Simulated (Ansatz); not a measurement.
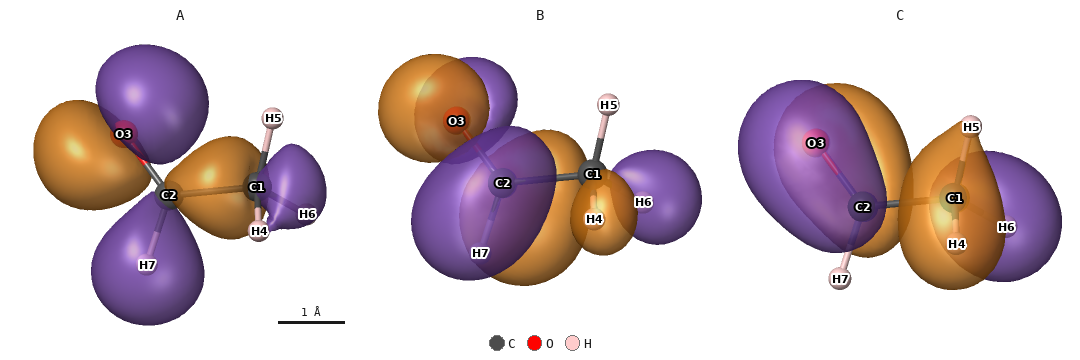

C₂H₄O. Three frontier orbitals at ±0.1 Å⁻³ᐟ² (orange and purple are the two phases), in no order.

Geometry: PBE0-D4/def2-TZVPD.

All numbers below come from RKS PBE0-D4/def2-TZVPPD (Ansatz).

Input

```
crystal:
  periodic: [false, false, false]
  atoms:
    - {symbol: C, position_ang: [-0.514036, 0.508964, 0.242569]}
    - {symbol: C, position_ang: [0.650926, -0.326645, 0.641134]}
    - {symbol: O, position_ang: [1.321668, -0.146090, 1.633574]}
    - {symbol: H, position_ang: [-0.416886, 0.733834, -0.826635]}
    - {symbol: H, position_ang: [-0.608552, 1.393006, 0.875169]}
    - {symbol: H, position_ang: [-1.417435, -0.108086, 0.308482]}
    - {symbol: H, position_ang: [0.872612, -1.145237, -0.069854]}
basis:
  gaussian: {orbitals: "def2-TZVPPD.json"}
hamiltonian: {xc: pbe0, dispersion: d4}
output: {orbitals: {seedname: orbitals}}
```

Run with:

```sh
ansatz run in.yaml --threads 4 --pin off --events-out ev --progress --plain --max-ram 9574MiB
```

Question: Which picture is the HOMO−1, the HOMO and the LUMO?

Answer: C is the HOMO−1 (−10.38 eV). Its weight (Hirshfeld) is mainly on O3 (about 50 %), C2 (about 20 %), C1 (about 15 %) and H6 (about 10 %). A is the HOMO (−7.54 eV). By Hirshfeld shares it lies mainly on O3 (about 65 %), C2 (about 15 %), C1 (about 10 %) and H7 (about 10 %). B is the LUMO (−0.81 eV). It lies mainly on C2 (about 45 %), O3 (about 30 %) and H7 (about 5 %); π-antibonding (π*) across C2–O3.

Question: What is the HOMO–LUMO gap?

Answer: 6.73 eV between the orbital energies.
